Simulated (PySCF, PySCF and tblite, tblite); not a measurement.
# C4H10OSi: conformers and averaged spectra, part 2 of 2

PySCF and tblite. Atoms count from 0. The steps go on from the part before.

### Step 5. Shieldings, conformer 2: KT2/pcSseg-1 in dichloromethane

What the job is given:

```
{"job": {"xc": "KT2", "basis": "pcSseg-1", "solvent": "dichloromethane", "kind": "nmr", "pop": false}, "charge": 0, "multiplicity": 1}
O      2.360889     0.287131    -0.975138
Si     1.322467    -0.298169     0.137953
C      0.165698     0.989160     0.938433
C     -1.148721     0.837229     0.164951
C     -1.352707    -0.645355    -0.137495
C     -0.077102    -1.175554    -0.795244
H      3.089064     0.851356    -0.730378
H      2.040872    -1.104344     1.129718
H      0.520971     2.017879     0.894367
H     -0.006728     0.760530     1.989920
H     -1.076445     1.381382    -0.779400
H     -1.993869     1.245106     0.723922
H     -1.523625    -1.178286     0.800792
H     -2.226693    -0.799787    -0.773935
H     -0.041072    -2.261573    -0.750806
H     -0.060599    -0.897759    -1.849071
```

What it wrote:

```text
coarse grid: 13256 points
cycle   1  E = -529.3078395236  dE =  5.733e-01  |g| = 9.639e-01  |ddm| = 3.544e+00
cycle   2  E = -528.8122443947  dE =  4.956e-01  |g| = 1.780e+00  |ddm| = 3.023e+00
cycle   3  E = -529.4960433565  dE = -6.838e-01  |g| = 1.883e-01  |ddm| = 2.471e+00
cycle   4  E = -529.5019571858  dE = -5.914e-03  |g| = 1.041e-01  |ddm| = 2.714e-01
cycle   5  E = -529.5045628364  dE = -2.606e-03  |g| = 1.365e-02  |ddm| = 1.022e-01
cycle   6  E = -529.5046074317  dE = -4.460e-05  |g| = 3.668e-03  |ddm| = 1.812e-02
cycle   7  E = -529.5046097081  dE = -2.276e-06  |g| = 1.746e-03  |ddm| = 4.361e-03
final grid: 121688 points
cycle   8  E = -529.5655157044  dE = -1.821e-04  |g| = 1.978e-02  |ddm| = 4.321e-02
cycle   9  E = -529.5653942493  dE =  1.215e-04  |g| = 2.944e-02  |ddm| = 3.972e-02
cycle  10  E = -529.5655899372  dE = -1.957e-04  |g| = 3.321e-03  |ddm| = 2.721e-02
cycle  11  E = -529.5655916323  dE = -1.695e-06  |g| = 1.103e-03  |ddm| = 3.649e-03
cycle  12  E = -529.5655919062  dE = -2.739e-07  |g| = 1.982e-04  |ddm| = 1.170e-03
cycle  13  E = -529.5655919145  dE = -8.296e-09  |g| = 4.632e-05  |ddm| = 2.689e-04
cycle  14  E = -529.5655919151  dE = -6.254e-10  |g| = 4.982e-06  |ddm| = 6.177e-05
converged SCF energy = -529.5655919151

GIAO shielding tensors (ppm)
atom      isotropic    diamagn.    paramagn.     s11        s22        s33       span
  0 O      304.127     386.237     -82.110    278.870    305.771    327.741     48.872
  1 Si     341.503     881.927    -540.424    280.064    356.372    388.071    108.007
  2 C      167.078     255.017     -87.938    159.466    168.343    173.426     13.960
  3 C      153.595     249.721     -96.126    135.481    156.463    168.842     33.362
  4 C      154.446     250.047     -95.601    134.688    156.788    171.863     37.175
  5 C      168.576     254.071     -85.495    153.552    165.403    186.772     33.220
  6 H       29.863      29.474       0.389     21.632     24.033     43.924     22.292
  7 H       25.992      29.071      -3.078     22.352     24.377     31.247      8.894
  8 H       30.676      31.148      -0.472     26.582     28.250     37.196     10.614
  9 H       31.226      31.615      -0.389     26.466     28.751     38.460     11.994
 10 H       30.163      32.029      -1.866     25.892     28.335     36.263     10.371
 11 H       29.406      30.420      -1.014     24.065     27.640     36.513     12.448
 12 H       30.608      31.719      -1.111     25.949     28.624     37.249     11.300
 13 H       29.400      30.199      -0.799     24.147     27.536     36.518     12.371
 14 H       30.299      30.143       0.156     25.772     28.047     37.079     11.307
 15 H       31.001      31.391      -0.390     26.705     28.548     37.749     11.043
```

Wall time 18 s (1 thread of Arm Neoverse V1, shared host).

In short: HOMO -6.43 eV, LUMO 0.06 eV; dipole 1.36 D.

### Step 6. Single-point energy, conformer 2: B3LYP/def2-SVP in dichloromethane

The job, as its differences from that of step 5:

```diff
@@ -1,2 +1,2 @@
-{"job": {"xc": "KT2", "basis": "pcSseg-1", "solvent": "dichloromethane", "kind": "nmr", "pop": false}, "charge": 0, "multiplicity": 1}
+{"job": {"xc": "B3LYP", "basis": "def2-SVP", "solvent": "dichloromethane", "kind": "sp"}, "charge": 0, "multiplicity": 1}
 O      2.360889     0.287131    -0.975138
```

What it wrote:

```text
coarse grid: 13256 points
cycle   1  E = -522.7392871405  dE =  6.003e-01  |g| = 8.341e-01  |ddm| = 3.966e+00
cycle   2  E = -522.5642301605  dE =  1.751e-01  |g| = 1.250e+00  |ddm| = 2.422e+00
cycle   3  E = -522.8835377505  dE = -3.193e-01  |g| = 1.036e-01  |ddm| = 1.685e+00
cycle   4  E = -522.8853861601  dE = -1.848e-03  |g| = 4.984e-02  |ddm| = 1.532e-01
cycle   5  E = -522.8860009624  dE = -6.148e-04  |g| = 5.884e-03  |ddm| = 5.289e-02
cycle   6  E = -522.8860092751  dE = -8.313e-06  |g| = 1.192e-03  |ddm| = 8.577e-03
final grid: 121688 points
cycle   7  E = -522.9719950615  dE = -3.798e-05  |g| = 5.831e-03  |ddm| = 2.995e-02
cycle   8  E = -522.9719877530  dE =  7.308e-06  |g| = 7.943e-03  |ddm| = 1.415e-02
cycle   9  E = -522.9720042177  dE = -1.646e-05  |g| = 5.335e-04  |ddm| = 8.288e-03
cycle  10  E = -522.9720042693  dE = -5.157e-08  |g| = 2.095e-04  |ddm| = 8.140e-04
cycle  11  E = -522.9720042770  dE = -7.650e-09  |g| = 5.131e-05  |ddm| = 2.388e-04
cycle  12  E = -522.9720042776  dE = -6.598e-10  |g| = 7.283e-06  |ddm| = 6.825e-05
converged SCF energy = -522.9720042776
```

Run time: 8.9 s. Hardware: 1 thread of Arm Neoverse V1, shared host.

This run: HOMO -7.28 eV, LUMO 1.23 eV; dipole 1.42 D.

### Step 7. Boltzmann average: properties at KT2/pcSseg-1 in dichloromethane

What the job is given:

```
{"job": {"study": "conf", "smiles": "O[SiH]1CCCC1", "search": {"seed": 6492, "n_embed": 90, "ff_keep": 18, "window": 3.0, "nmax": 10, "temps": [220, 260, 298.15, 340, 380], "t_ref": 298.15, "order": 0.002}, "level": {"nmr": {"xc": "KT2", "basis": "pcSseg-1", "solvent": "dichloromethane"}, "sp": {"xc": "B3LYP", "basis": "def2-SVP", "solvent": "dichloromethane"}}, "kind": "conf"}, "charge": 0, "multiplicity": 1}
O      2.360889     0.287131    -0.975138
Si     1.322467    -0.298169     0.137953
C      0.165698     0.989160     0.938433
C     -1.148721     0.837229     0.164951
C     -1.352707    -0.645355    -0.137495
C     -0.077102    -1.175554    -0.795244
H      3.089064     0.851356    -0.730378
H      2.040872    -1.104344     1.129718
H      0.520971     2.017879     0.894367
H     -0.006728     0.760530     1.989920
H     -1.076445     1.381382    -0.779400
H     -1.993869     1.245106     0.723922
H     -1.523625    -1.178286     0.800792
H     -2.226693    -0.799787    -0.773935
H     -0.041072    -2.261573    -0.750806
H     -0.060599    -0.897759    -1.849071
```

What it wrote:

```text
conformer  sym    E(xTB)   E(DFT)   G(298.15 K)  weight  dipole/D
    1     C1      0.000    0.361    0.345   0.3584    1.988
    2     C1      0.173    0.000    0.000   0.6415    1.422

mean shielding (ppm) by class
class atoms           220 K      260 K   298.15 K      340 K      380 K
  0 O  0            303.217    303.134    303.073     303.02    302.978
  1 Si 1            340.753    340.685    340.634     340.59    340.556
  2 C  2,5          167.787    167.784    167.781    167.779    167.777
  3 C  3,4          154.092    154.099    154.104    154.108    154.111
  4 H  6             29.912     29.916     29.919     29.922     29.924
  5 H  7             26.136     26.149     26.159     26.167     26.174
  6 H  8,15          30.867      30.87     30.871     30.873     30.874
  7 H  9,14          30.762     30.762     30.762     30.762     30.762
  8 H  10,13         29.803     29.805     29.806     29.807     29.808
  9 H  11,12         30.019     30.021     30.021     30.022     30.023
```

Wall time 62 s (1 thread of Arm Neoverse V1, shared host). This counts the runs that the step sums up.

The search (ETKDG and KDG, MMFF94s, GFN2-xTB) embedded 90 structures, kept 2 distinct ones after the force field and 2 after xTB; 2 were carried on (window 3.0 kcal/mol at the search's own energies). Energies: B3LYP/def2-SVP in dichloromethane with D3(BJ).

Conformer by conformer (298 K):

```csv
no.,group,mirror pair,ΔE xTB,ΔE DFT,ΔG,weight (%),μ (D),H6–O0–Si1–C2 (°),"A, B, C (GHz)"
1,C1,yes,0.00,0.36,0.34,35.8,1.99,-54,"4.86, 2.29, 1.85"
2,C1,yes,0.17,0.00,0.00,64.2,1.42,70,"4.77, 2.36, 1.89"
```

Energies in kcal/mol. ΔG holds xTB vibrations and rotation, symmetry numbers and mirror pairs.

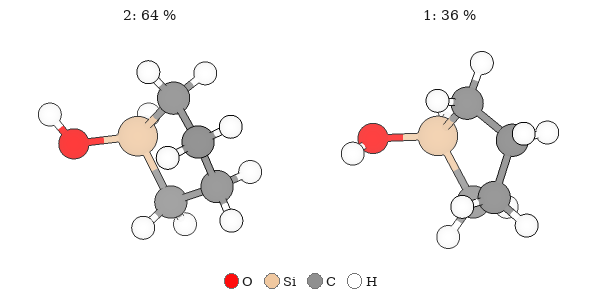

The conformers with their weights.

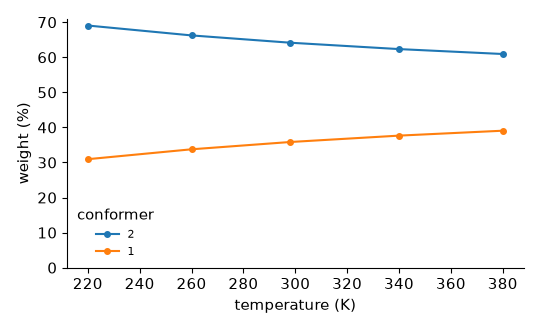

Weights against temperature.

How the weights hang on the way they are made:

```csv
scheme,2,1,mean μ (D)
DFT free energy,64,36,1.62
"DFT energy, symmetry counted",65,35,1.62
DFT energy alone,65,35,1.62
"xTB energy, symmetry counted",43,57,1.75
xTB free energy,42,58,1.75
lowest conformer only,100,0,1.42
equal weights,50,50,1.71
```

Shifts against references run at the same level ($^{29}$Si TMS 357.2, $^{1}$H TMS 31.60, $^{13}$C TMS 186.3 ppm of shielding), by class of atoms, at 298 K:

```csv
atoms,environment,no. 2,no. 1,average
"C3, C4",sp3 CH2 in a ring,32.3,32.1,32.2
"C2, C5",sp3 CH2 bonded to Si,18.5,18.6,18.6
H7,"hydrogen on a silicon bonded to 2 C, O, in a 5-membered ring",5.61,5.14,5.44
"H10, H13",hydrogen on an sp3 CH2 in a ring,1.82,1.75,1.79
H6,hydrogen on an oxygen bonded to Si,1.74,1.58,1.68
"H11, H12",hydrogen on an sp3 CH2 in a ring,1.59,1.55,1.58
"H9, H14",hydrogen on an sp3 CH2 bonded to Si,0.84,0.84,0.84
"H8, H15",hydrogen on an sp3 CH2 bonded to Si,0.76,0.67,0.73
O0,"oxygen bonded to Si, H",304.1 (σ),301.2 (σ),303.1 (σ)
Si1,"silicon bonded to 2 C, O, H, in a 5-membered ring",15.7,18.1,16.6
```

Effective distances for nuclear Overhauser effects, ⟨r⁻⁶⟩^(−1/6) over all pairs of two classes (Å): H8···H9 1.96; H10···H11 1.96; H8···H10 2.60; H9···H11 2.60; H7···H9 2.98; H6···H7 3.00; H9···H10 3.05; H8···H11 3.06.

### Step 8. Summary of results

This closing draws on all 2 parts.

| quantity | value |
| --- | --- |
| conformers | 2; the first in weight is no. 2 (C1), 64 % at 298 K |
| root-mean-square dipole | 1.65 D |
| averaged $^{13}$C shifts (KT2/pcSseg-1 in dichloromethane) | 32.2, 18.6 ppm |
| averaged $^{1}$H shifts (KT2/pcSseg-1 in dichloromethane) | 5.44, 1.79, 1.68, 1.58, 0.84, 0.73 ppm |
| averaged $^{29}$Si shifts (KT2/pcSseg-1 in dichloromethane) | 16.6 ppm |

**Reading.** Conformer 2 leads with 64 % at 298 K, and its share goes from 69 % at 220 K to 61 % at 380 K. xTB puts no. 1 lowest, DFT no. 2. Among conformers over 5 %, H7 differs by 0.47 ppm, while the average moves by 0.04 ppm from 220 to 380 K. Protons on O, N, S or Se exchange and bind to solvent, so their values hold for the lone molecule only.
